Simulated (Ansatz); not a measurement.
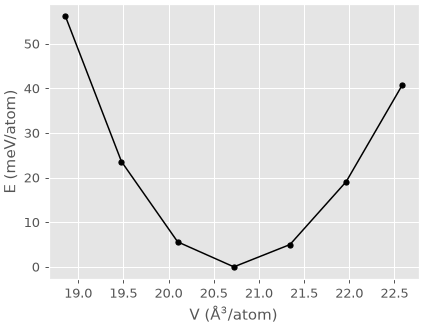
Si₃Ge in space group P-4m2 (No. 115; Si on 2g, Si on 1a, Ge on 1c) under volume change, r²SCAN in the plane-wave PAW code Ansatz, shape and atoms relaxed at each volume.

Problem. What does a third-order Birch–Murnaghan fit give for V₀, B₀ and B′?

Solution. V₀ = 20.72 Å³/atom, B₀ = 90.6 GPa, B′ = 4.3.

The start of the workflow was typed in or built on a structure type; neither database checked (COD, Materials Project) lists it. Whether it is the stable phase at ambient conditions was not checked. Symmetry was held in the r²SCAN relaxation; whether a distortion lowers the energy is not shown.

Potentials: the later of the program's two PAW sets.
